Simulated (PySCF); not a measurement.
# C2H4BF2Si: EPR calculation

- system: C2H4BF2Si, multiplicity 2
- method: UKS B3LYP, pcH-1 on B C F H Si, non-relativistic, mean-field spin-orbit, GIAO (PySCF 2.14.0)

It belongs to a series of runs on one base structure; here: H removed from sp3 C.

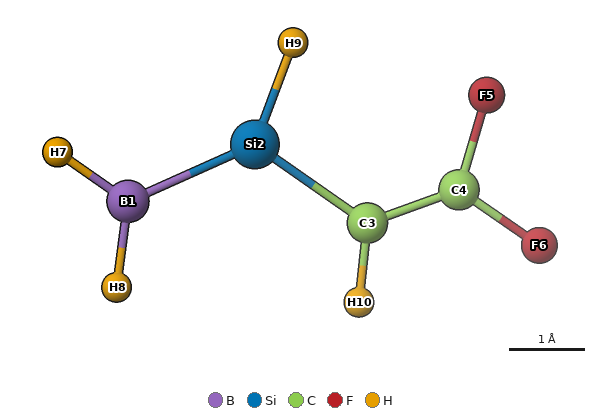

*The structure as given in the input (ball-and-stick view, seen on its broad side; atoms are numbered from 1 in the order of the input).*

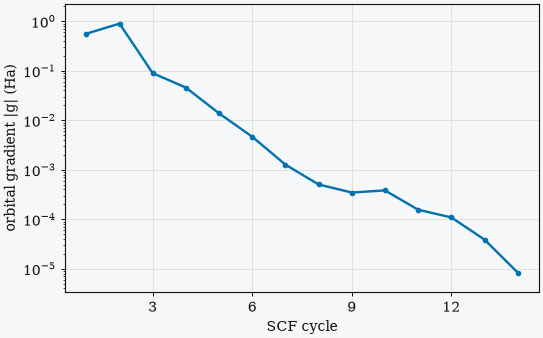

*Convergence of the self-consistent field: orbital gradient |g| against the SCF cycle.*

All cycles printed in the log are drawn one after another.

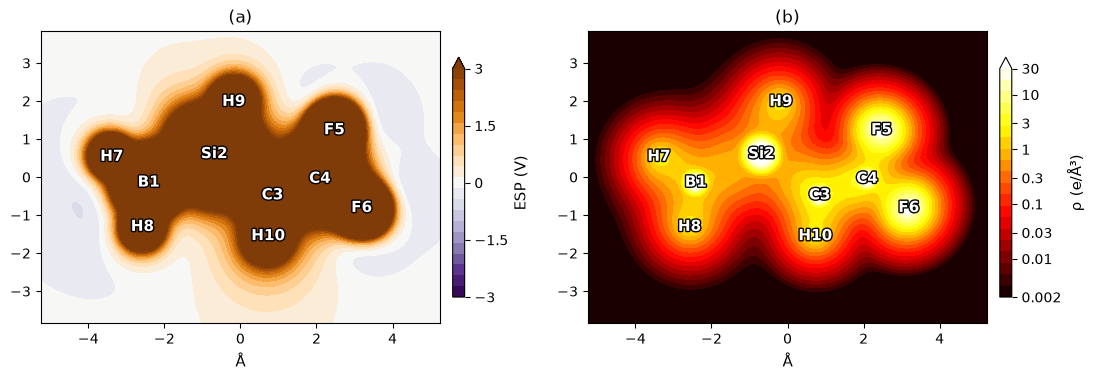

*(a) electrostatic potential; (b) electron density on the molecular plane.*

C–Si (1.88 Å): ρ is about 0.91 e/Å³ halfway.

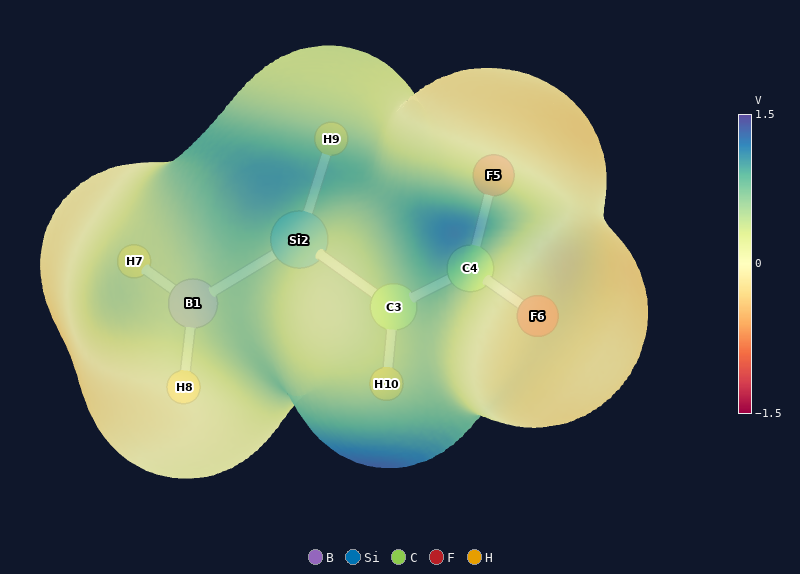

*The molecular electrostatic potential painted on the density surface at 0.002 e/bohr³, seen at a tilt; red is negative and blue positive.*

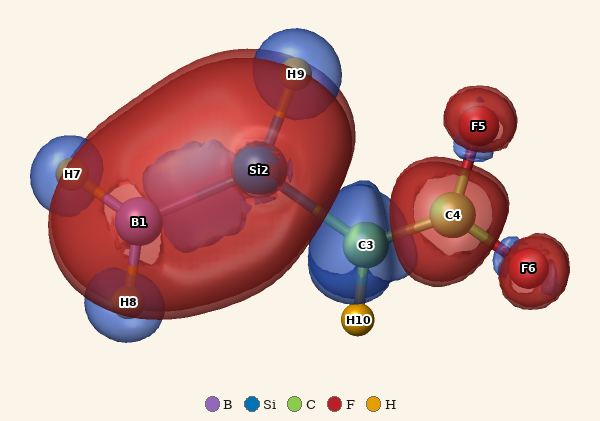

*Isosurfaces of the spin density at +0.003 (red) and −0.003 e/Å³ (blue), seen face on.*

The unpaired spin (1 electron) lies mostly on Si2 (about 0.5), B1 (about 0.3) and C4 (about 0.1), in electrons by Hirshfeld's partition.

The input that produced these results follows, with the program's output.

### Input file
```
{"job": {"kind": "epr", "basis": "pcH-1"}, "charge": 0, "multiplicity": 2}
B      2.301657    -0.759730    -0.190001
Si     0.689603    -0.170899     0.587160
C     -0.812083     0.224453    -0.465927
C     -1.979950     0.640289    -0.011355
F     -2.286287     0.845944     1.269324
F     -3.052625     0.922990    -0.756160
H      3.240888    -1.008491     0.469244
H      2.400263    -0.891435    -1.352889
H      0.253593     0.088648     1.965321
H     -0.746176     0.112886    -1.537245
```

The first line tells a small driver script what to run in PySCF; the rest is the geometry in Å.

Launch command:
```bash
OMP_NUM_THREADS=1 python <driver script> task.json out
```

### Log
```
UKS, coarse grid
  cycle   1  E = -592.46103833  |g| = 5.62e-01
  cycle   2  E = -592.27793692  |g| = 8.98e-01
  cycle   3  E = -592.58617822  |g| = 8.94e-02
  cycle   4  E = -592.58967524  |g| = 4.58e-02
  cycle   5  E = -592.59070378  |g| = 1.38e-02
  cycle   6  E = -592.59078116  |g| = 4.65e-03
  cycle   7  E = -592.59079928  |g| = 1.27e-03
  cycle   8  E = -592.59080400  |g| = 5.05e-04
UKS, final grid
  cycle   1  E = -592.59079642  |g| = 3.47e-04
  cycle   2  E = -592.59079660  |g| = 3.83e-04
  cycle   3  E = -592.59079670  |g| = 1.56e-04
  cycle   4  E = -592.59079676  |g| = 1.09e-04
  cycle   5  E = -592.59079678  |g| = 3.89e-05
  cycle   6  E = -592.59079678  |g| = 8.40e-06
E = -592.59079678 Eh   <S^2> = 0.7549 (exact 0.7500)
g shifts (ppm)      1          2          3
  rmc          -117       -117       -117
  gc             -1         29         30
  oz_so          -7        636       2202
  total        -125        548       2115
hyperfine (MHz)  atom isotope    a_iso     a_fc   dipolar eigenvalues
    0   11B       2.48       2.59    -15.40    -15.31     30.71
    1  29Si     -53.22     -53.79   -122.79     59.92     62.87
    2   13C     -15.14     -15.18     -6.29      2.12      4.18
    3   13C      15.75      15.73    -14.67    -13.69     28.37
    4   19F      20.19      20.00    -36.06    -26.93     62.98
    5   19F      24.07      24.09    -43.26    -36.93     80.19
    6    1H     -20.17     -20.14     -8.76      0.23      8.54
    7    1H     -20.44     -20.41     -8.84      0.27      8.58
    8    1H     -28.37     -28.39     -7.44      1.11      6.34
    9    1H       2.86       2.85     -2.35     -1.12      3.46
```

### Results in brief

```tsv
quantity	value
outcome	converged
total energy	−592.590797 hartree
⟨S²⟩	0.755
isotropic g	2.0032
hardware	1 CPU thread, shared host
wall time	26 s
peak memory	0.67 GiB
```
